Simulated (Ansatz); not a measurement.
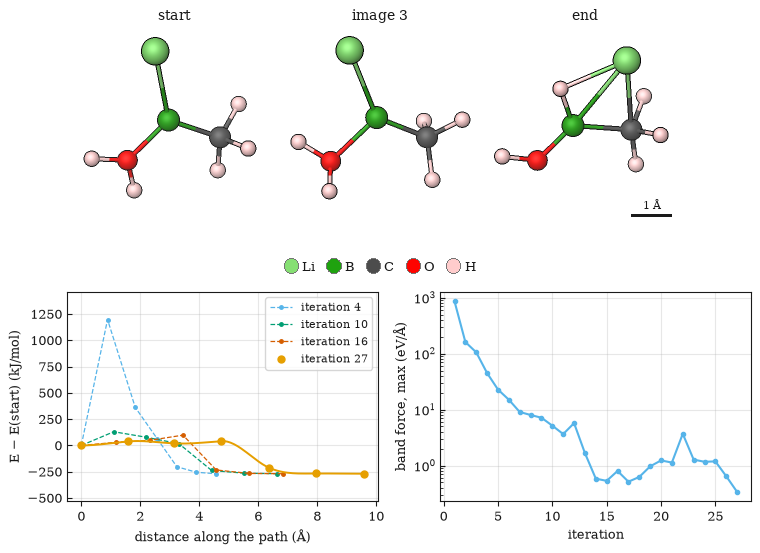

A search for the minimum-energy path of CH5BLiO (charge +1) by the nudged elastic band. Images are numbered from 0 (start) to 6 (end). The plot follows the band through its iterations. A ball-and-stick model, seen at a tilt.

These are results of UKS B3LYP/def2-SVP (Ansatz), not measurements. Settings: 5 movable images; climbing image; force threshold 0.5 eV/Å; iteration limit 60; starting path through a guess of the saddle point.

Judge this run.

Answer. The run met only a loose threshold, so the barrier can't be trusted yet. The band converged in 27 iterations. The largest component of the band force went from 860 to 0.34 eV/Å. The climbing image converged on the top of the path. Its curvatures weren't checked. The force threshold is so loose that the height of the top is at best an upper bound. The first iteration put the highest image at 16382.0 kJ/mol. Forward barrier 41.2 kJ/mol, backward barrier 310.0 kJ/mol, with image 3 at the top; the reaction energy is −268.9 kJ/mol. The profile has 2 maxima (images 1, 3) with a dip at image 2 (+19.9 kJ/mol), so the process runs in steps.

Cost: 3.6 min on 2 threads of Intel(R) Xeon(R) Platinum 8488C (Sapphire Rapids), on a shared host, peak memory 0.21 GiB.
